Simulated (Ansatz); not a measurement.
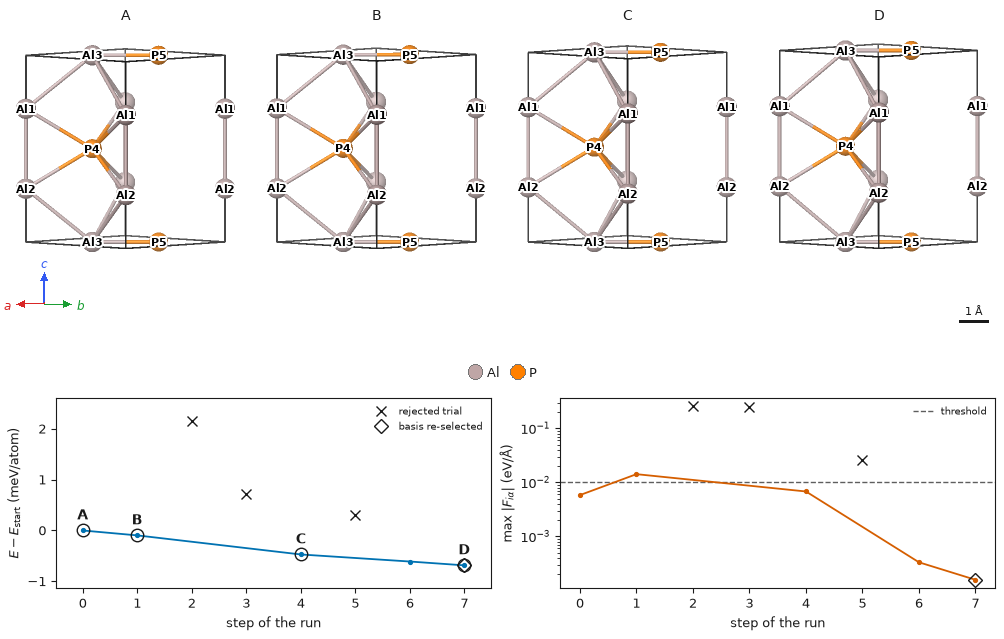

Frames of a relaxation of a crystal of Al3P2 (a generated structure, set up in P-6m2), marked on the history of the run. The picture is a ball-and-stick view of the cell of the calculation, seen from a free direction.

Computed with Ansatz, DFT PBE, scalar-relativistic, plane waves, PAW. (plane-wave cutoff 420 eV; k-point mesh 12 × 12 × 6; occupations gaussian; smearing width 0.1 eV; no spin polarisation; cell and atoms relaxed; force threshold 0.01 eV/Å; at most 80 steps)

### Describe the path.

The energy falls by 0.7 meV per atom in 3 accepted moves (7 points after the start). Largest force component: 0.0058 eV/Å at the start, 0.00016 eV/Å at the end. The pressure goes from 0.03 to 0.01 GPa. The line search rejected the trial steps at points 2, 3, 5 of the run. The SCF was repeated once at an unchanged geometry on a basis and grid sized afresh for the cell, which shifted the energy by 0.1 meV per atom at most. The largest moves relative to the cell, 0.030 Å, are those of Al1 and Al2. Al1 goes along −c. P stays in place. Cell: a = b 3.994 → 3.968 Å (−0.6 %), c 6.528 → 6.694 Å (+2.5 %). Volume +1.2 %. Near-neighbour distances that change, for instance: Al1–Al3 2.967 → 3.005 Å, Al3–P5 2.306 → 2.291 Å, Al1–P4 2.696 → 2.686 Å, Al1–Al2 2.793 → 2.803 Å. The space group stays P-6m2 (No. 187). Cost: 90 s on 1 thread of Intel(R) Xeon(R) Platinum 8488C (Sapphire Rapids) (shared host), peak memory 0.45 GiB. From step 0 to 1: volume +0.3 %, energy −0.1 meV per atom. From step 1 to 4: Al atoms move most (0.02 Å), volume +0.7 %, energy −0.4 meV per atom. From step 4 to 7: volume +0.3 %, energy −0.2 meV per atom.
